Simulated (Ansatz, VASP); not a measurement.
# Cross-check of MnS (Browneite) between VASP and Ansatz

Aim: how closely do two programs agree when they are given the same cell, functional and k mesh? The cell is taken from a series of VASP runs on this material, whose earlier steps may have relaxed, scaled or displaced it; both programs get it as it stands. Valence electrons are named where the data sets of a main pair hold unlike numbers.

Program: Ansatz 0.2.0. Level of theory: plane waves, with VASP 6.6.1 beside it; single point at r2SCAN and band structure at r2SCAN. Results are calculated unless marked as measured.

**1. Set-up**

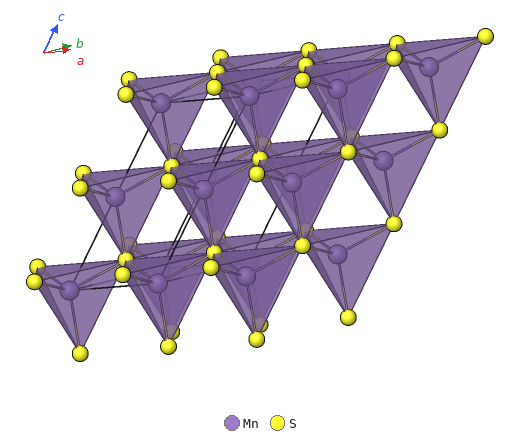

The cell as given, from a free direction (manganese light purple, sulfur yellow). 2×1×1 cells are drawn. Some periodic images of atoms are drawn too.

Structure file:

```xyz
4
Lattice="0.0000 2.8000 2.8000 2.8000 0.0000 2.8000 5.6000 5.6000 0.0000" Properties=species:S:1:pos:R:3 pbc="T T T"
Mn    0.0000    0.0000    0.0000
Mn    2.8000    2.8000    0.0000
S     1.4000    1.4000    1.4000
S     4.2000    4.2000    1.4000
```

**2. VASP: single point, r2SCAN**

A single point gives forces, pressure and levels at one fixed geometry, so differences don't come from the geometry; what else differs is listed under the comparison.

Lines of VASP's logs that name or quote its potential files are left out, and so is its time.

The input, INCAR:

```
SYSTEM = MnS
PREC = Accurate
ENCUT = 400
EDIFF = 1E-06
NELM = 100
ISMEAR = 0
SIGMA = 0.05
LREAL = .FALSE.
ALGO = Normal
METAGGA = R2SCAN
LASPH = .TRUE.
NBANDS = 27
ISPIN = 2
MAGMOM = 4 -4 0 0
LMAXMIX = 4
LORBIT = 11
LWAVE = .FALSE.
LCHARG = .FALSE.
KPAR = 4
ISIF = 2
```

The input, POSCAR:

```
MnS
1.0
    0.0000000000      2.8000000000      2.8000000000
    2.8000000000      0.0000000000      2.8000000000
    5.6000000000      5.6000000000      0.0000000000
Mn S
2 2
Direct
    0.0000000000      0.0000000000      0.0000000000
    0.0000000000      0.0000000000      0.5000000000
    0.2500000000      0.2500000000      0.1250000000
    0.2500000000      0.2500000000      0.6250000000
```

The input, KPOINTS:

```
Automatic mesh
0
Gamma
7 7 7
0 0 0
```

The projector-augmented-wave data sets are Mn_pv and S (PBE family, release 64).

Command:

```
$ mpirun -np 4 vasp_std
```

Numbers of over 12 decimals in the logs are rounded to 6 here.

The log of the run:

```text
[banner, memory and clock lines left out]
running    4 mpi-ranks, on    1 nodes
 distrk:  each k-point on    1 cores,    4 groups
 distr:  one band on    1 cores,    1 groups

 POSCAR found type information on POSCAR MnS
 POSCAR found :  2 types and       4 ions
|                                                                             |
|               ----> ADVICE to this user running VASP <----                  |
|                                                                             |
|     You enforced a specific xc type in the INCAR file but a different       |
|     [... a line on the potential file left out ...]
|     I HOPE YOU KNOW WHAT YOU ARE DOING!                                     |
|                                                                             |

 LDA part: xc-table for (None), standard interpolation
 POSCAR, INCAR and KPOINTS ok, starting setup
 FFT: planning ... GRIDC
 FFT: planning ... GRID_SOFT
 FFT: planning ... GRID
 WAVECAR not read
 entering main loop
       N       E                     dE             d eps       ncg     rms          rms(c)
DAV:   1     0.296173107480E+03    0.29617E+03   -0.19022E+04  5464   0.122E+03
DAV:   2    -0.330247226165E+02   -0.32920E+03   -0.31853E+03  4818   0.364E+02
DAV:   3    -0.584231581511E+02   -0.25398E+02   -0.25076E+02  5759   0.105E+02
DAV:   4    -0.590884630651E+02   -0.66530E+00   -0.66368E+00  5617   0.173E+01
DAV:   5    -0.591008910847E+02   -0.12428E-01   -0.12426E-01  5704   0.271E+00    0.153E+01
DAV:   6    -0.498166391576E+02    0.92843E+01   -0.31905E+01  5488   0.561E+01    0.195E+01
DAV:   7    -0.500816481823E+02   -0.26501E+00   -0.25646E+00  5210   0.152E+01    0.113E+01
DAV:   8    -0.500304904421E+02    0.51158E-01   -0.35953E-01  5846   0.753E+00    0.674E+00
DAV:   9    -0.500447200903E+02   -0.14230E-01   -0.23414E-01  5369   0.424E+00    0.115E+00
DAV:  10    -0.500424928870E+02    0.22272E-02   -0.52671E-02  5399   0.275E+00    0.348E-01
DAV:  11    -0.500441891157E+02   -0.16962E-02   -0.42406E-03  5254   0.444E-01    0.164E-01
DAV:  12    -0.500446659785E+02   -0.47686E-03   -0.74508E-04  5091   0.237E-01    0.103E-01
DAV:  13    -0.500448172142E+02   -0.15124E-03   -0.16963E-04  5085   0.896E-02    0.823E-02
DAV:  14    -0.500448448606E+02   -0.27646E-04   -0.85249E-06  5222   0.260E-02    0.473E-02
DAV:  15    -0.500448747978E+02   -0.29937E-04   -0.16102E-05  4947   0.321E-02    0.111E-02
DAV:  16    -0.500448803451E+02   -0.55473E-05   -0.22080E-06  4629   0.120E-02    0.329E-03
DAV:  17    -0.500448754195E+02    0.49256E-05   -0.15803E-07  2724   0.411E-03    0.140E-03
DAV:  18    -0.500448742313E+02    0.11882E-05   -0.58997E-08  2574   0.178E-03    0.510E-04
DAV:  19    -0.500448742623E+02   -0.31031E-07   -0.94695E-09  2508   0.785E-04
   1 F= -.50044874E+02 E0= -.50044874E+02  d E =-.150200E-11  mag=     0.0000
```

OUTCAR, selected parts (step 2):

```text
ion  position               nearest neighbor table
   1  0.000  0.000  0.000-   3 2.42   4 2.42   3 2.42   3 2.42
   2  0.000  0.000  0.500-   3 2.42   4 2.42   4 2.42   4 2.42
   3  0.250  0.250  0.125-   1 2.42   1 2.42   1 2.42   2 2.42
   4  0.250  0.250  0.625-   2 2.42   2 2.42   1 2.42   2 2.42

  LATTYP: Found a trigonal (rhomboedric) cell.
 ALAT       =     6.8585712798
 COS(alpha) =     0.8333333333

 Subroutine GETGRP returns: Found  6 space group operations
 (whereof  6 operations were pure point group operations)

The static configuration has the point symmetry C_3v.

 Found     44 irreducible k-points:

   k-points           NKPTS =     44   k-points in BZ     NKDIM =     44   number of bands    NBANDS=     27

   dimension x,y,z NGX =    28 NGY =   28 NGZ =   54
   dimension x,y,z NGXF=    56 NGYF=   56 NGZF=  108

   ENCUT  =  400.0 eV  29.40 Ry    5.42 a.u.   6.46  6.46 12.91*2*pi/ulx,y,z

   NELECT =      38.0000    total number of electrons

 k-points in reciprocal lattice and weights: Automatic mesh
   0.00000000  0.00000000  0.00000000       0.003
   0.14285714  0.00000000  0.00000000       0.017
   0.28571429  0.00000000  0.00000000       0.017
   0.42857143  0.00000000  0.00000000       0.017
   0.14285714  0.14285714  0.00000000       0.017
   0.28571429  0.14285714  0.00000000       0.035
   0.42857143  0.14285714  0.00000000       0.035
  -0.42857143  0.14285714  0.00000000       0.035
  -0.28571429  0.14285714  0.00000000       0.035
[...]
0.00000000  0.00000000  0.42857143       0.006
   0.42857143  0.00000000  0.42857143       0.017

 average (electrostatic) potential at core
       1 -75.9896       2 -75.9896       3 -90.1851       4 -90.1851

 E-fermi :   3.9987

 spin component 1
 k-point     1 :       0.0000    0.0000    0.0000
  band No.  band energies     occupation
    ...
     15       1.3656      1.00000
     16       1.3657      1.00000
     17       2.9234      1.00000
     18       3.7756      1.00000
     19       3.7757      1.00000
     20       6.1288      0.00000
     21       6.2358      0.00000
     22       6.2374      0.00000
     23       7.3125      0.00000
     24       7.8028      0.00000
    ...

 k-point     2 :       0.1429    0.0000    0.0000
  band No.  band energies     occupation
    ...
     15       1.2005      1.00000
     16       1.3444      1.00000
     17       2.7083      1.00000
     18       3.2016      1.00000
     19       3.5579      1.00000
     20       6.1182      0.00000
     21       6.2223      0.00000
     22       6.8445      0.00000
     23       7.0963      0.00000
     24       7.6385      0.00000
    ...

 k-point     3 :       0.2857    0.0000    0.0000
  band No.  band energies     occupation
    ...
     15       1.0118      1.00000
     16       1.2787      1.00000
     17       2.0086      1.00000
     18       2.7426      1.00000
     19       3.1086      1.00000
     20       5.8373      0.00000
     21       6.2487      0.00000
     22       6.5323      0.00000
     23       7.0940      0.00000
     24       7.3972      0.00000
    ...

 k-point     4 :       0.4286    0.0000    0.0000
  band No.  band energies     occupation
    ...
     15       1.0560      1.00000
     16       1.1882      1.00000
     17       1.5814      1.00000
     18       2.5458      1.00000
     19       2.7690      1.00000
     20       5.5948      0.00000
     21       6.2236      0.00000
     22       6.3919      0.00000
     23       6.6119      0.00000
     24       7.0352      0.00000
    ...

 k-point     5 :       0.1429    0.1429    0.0000
  band No.  band energies     occupation
    ...
     15       1.1741      1.00000
     16       1.3391      1.00000
     17       2.6901      1.00000
     18       3.1890      1.00000
     19       3.5359      1.00000
     20       6.0675      0.00000
     21       6.2923      0.00000
     22       6.8565      0.00000
     23       7.2416      0.00000
     24       7.5854      0.00000
    ...

 k-point     6 :       0.2857    0.1429    0.0000
  band No.  band energies     occupation
    ...
     15       1.0240      1.00000
     16       1.2636      1.00000
     17       2.3532      1.00000
     18       2.7017      1.00000
     19       3.1379      1.00000
     20       5.9142      0.00000
     21       6.1821      0.00000
     22       6.7250      0.00000
     23       7.1071      0.00000
     24       7.3908      0.00000
    ...

  Total       -0.7237247     -0.7237247     -0.7237247     -0.5708790      0.5708790      0.5708790
  in kB      -13.2053495    -13.2053495    -13.2053495    -10.4164704     10.4164704     10.4164704
  external PRESSURE =     -13.2053495 kB  Pullay stress =       0.0000000 kB

  energy-cutoff  :      400.00
  volume of cell :       87.81
      direct lattice vectors                 reciprocal lattice vectors
     0.000000000  2.800000000  2.800000000    -0.178571429  0.178571429  0.178571429
     2.800000000  0.000000000  2.800000000     0.178571429 -0.178571429  0.178571429
     5.600000000  5.600000000  0.000000000     0.089285714  0.089285714 -0.089285714

 POSITION                                       TOTAL-FORCE (eV/Angst)
 -----------------------------------------------------------------------------------
      0.00000      0.00000      0.00000        -0.129612     -0.129612      0.129612
      2.80000      2.80000      0.00000        -0.129612     -0.129612      0.129612
      1.40000      1.40000      1.40000         0.129612      0.129612     -0.129612
      4.20000      4.20000      1.40000         0.129612      0.129612     -0.129612
 -----------------------------------------------------------------------------------
    total drift:                                0.017590      0.017590     -0.018790

  FREE ENERGIE OF THE ION-ELECTRON SYSTEM (eV)
  ---------------------------------------------------
  free  energy   TOTEN  =       -50.0448742623 eV

  energy  without entropy=      -50.0448742623  energy(sigma->0) =      -50.04487426

 total charge
# of ion       s       p       d       tot
------------------------------------------
    1        0.268   6.205   4.898  11.371
    2        0.268   6.205   4.898  11.371
    3        1.301   2.483   0.000   3.784
    4        1.301   2.483   0.000   3.784
--------------------------------------------------
tot          3.139  17.376   9.795  30.311

 magnetization (x)
# of ion       s       p       d       tot
------------------------------------------
    1        0.033   0.050   4.266   4.349
    2       -0.033  -0.050  -4.266  -4.349
    3        0.006   0.028   0.000   0.034
    4       -0.006  -0.028   0.000  -0.034
--------------------------------------------------
tot          0.000   0.000   0.000   0.000

[... 1 further part left out ...]
```

The magnetic state follows from one typed start and may not be the lowest. The gap is read on the k-mesh alone, so it is an upper bound where the band edges lie off the mesh. The PAW data sets were made with PBE, which is usual practice but a small mismatch for other functionals.

(Continued in part 2 of 3.)

[Lines on the potential files, build, host, timing and source positions are cut from VASP's logs without a mark.]

[Logs are printed without paths, hosts, clocks, repeated set-up lines and the standing remarks that a program may print on its own settings, such as how far it seeks lower states.]

[Hosts, paths, dates, database ids (printed as entryN), source tags and the programs' standing remarks are cut or masked in the printed files.]
